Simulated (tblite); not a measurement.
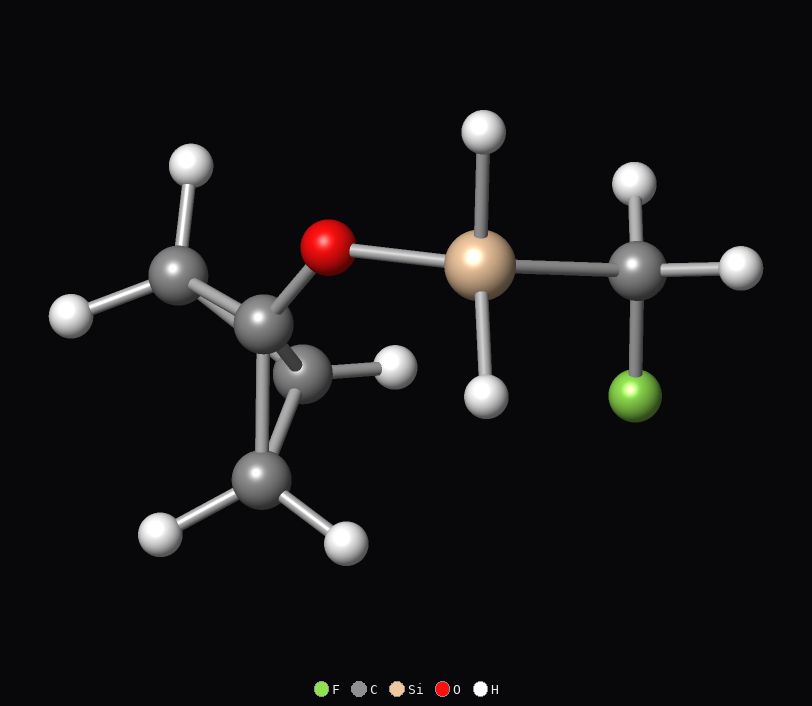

Figure made from data computed with tblite.

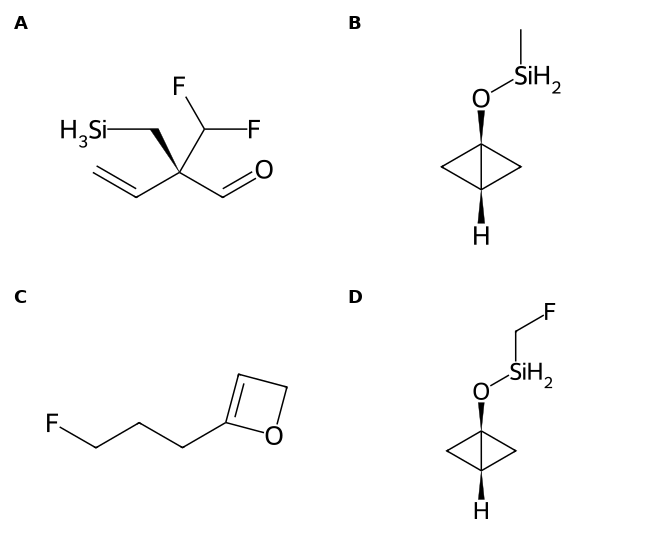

### The first picture shows one of the molecules drawn in the second. Which?

D, `FC[SiH2]O[C@]12C[C@H]1C2`.
